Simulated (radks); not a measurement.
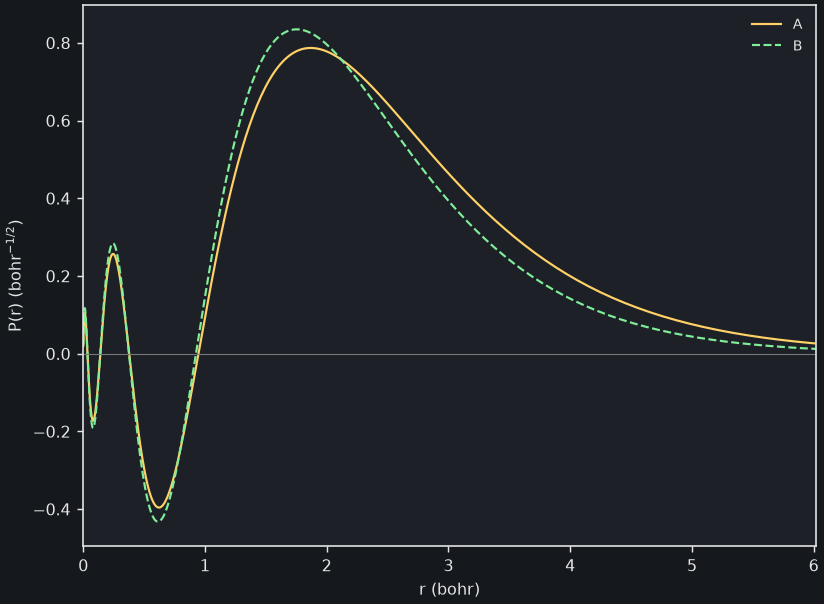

Sb⁺ (Z = 51, 50 electrons) was computed in two configurations: [Kr] 4d10 5s2 5p2 (high spin); [Kr] 4d7 5s2 5p5 (high spin). Computed with the in-house radial solver radks: scalar-relativistic Kohn-Sham, r2SCAN, spin-polarised, spherical densities, finite nucleus.

The plot shows P(r) = r R(r) of the 5s down orbital in both runs (large components where relativistic).

Which curve belongs to which run?

A is [Kr] 4d10 5s2 5p2 (high spin) (⟨r⟩ = 2.15 bohr, eigenvalue −19.8 eV); B is [Kr] 4d7 5s2 5p5 (high spin) (⟨r⟩ = 1.98 bohr, eigenvalue −26.8 eV). The orbital is smaller where the other electrons screen the nucleus less.
